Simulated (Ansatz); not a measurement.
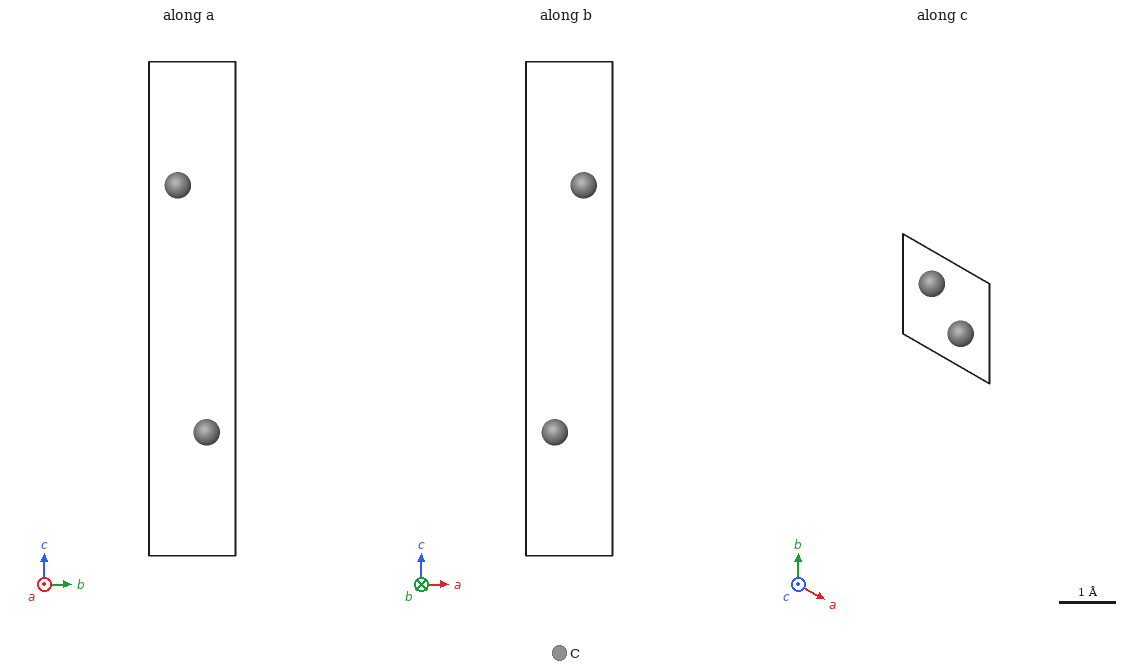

Drawn in the ball-and-stick manner and seen along the a axis, along the b axis and along the c axis. The parallelepiped is the conventional unit cell.

Lattice parameters: a = 1.8043 Å, b = 1.8043 Å, c = 8.9261 Å, α = 90.000°, β = 90.000°, γ = 120.000°.

### Transcribe the picture into a CIF in P1 with every atom of the cell.

```cif
data_structure
_symmetry_space_group_name_H-M 'P 1'
_symmetry_Int_Tables_number 1
_cell_length_a 1.8043
_cell_length_b 1.8043
_cell_length_c 8.9261
_cell_angle_alpha 90.000
_cell_angle_beta 90.000
_cell_angle_gamma 120.000
_cell_volume 25.17
loop_
_atom_site_label
_atom_site_type_symbol
_atom_site_fract_x
_atom_site_fract_y
_atom_site_fract_z
_atom_site_occupancy
C1 C 0.3333 0.6667 0.2500 1
C2 C 0.6667 0.3333 0.7500 1
```

The structure comes from a structure type filled with this element by a generator (whether the element takes this form wasn't checked). Earlier steps of the study may have refined or changed the cell and positions. A calculation with Ansatz used it as input.
